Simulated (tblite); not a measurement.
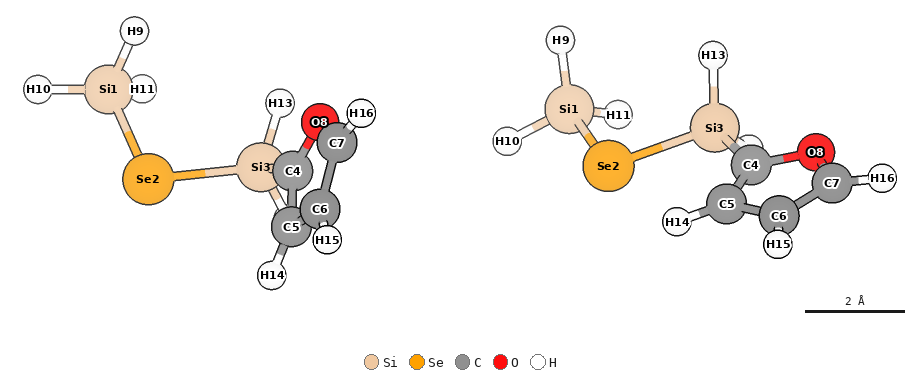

Two geometries of C4H8OSeSi2, drawn at one scale. One is the start of a relaxation, the other its converged end. Style: ball-and-stick. Shown from a free direction.

Theory: GFN2-xTB geometry optimisation, gas phase (tblite 0.8.0). 

Q: Which geometry has the lower energy?

A: The right one is the relaxed one. Over 188 geometry steps the energy falls by 8.05 kcal/mol. The atom that moves furthest after the best rigid fit is an H atom (1.94 Å). Largest moves by element: H 1.94 Å, C 1.12 Å, O 0.97 Å, Si 0.89 Å, Se 0.39 Å. Near-neighbour distances that change, for instance: C–O 1.294 → 1.356 Å, C–C 1.400 → 1.362 Å, C–O 1.316 → 1.339 Å, C–C 1.392 → 1.411 Å. Bond angles that change, for instance: Si–C–C 123.8° → 133.6°, O–C–H 126.0° → 117.3°, Se–Si–H 112.7° → 104.6°. Groups turn about C–Si by about 70°, Se–Si by about 50°.
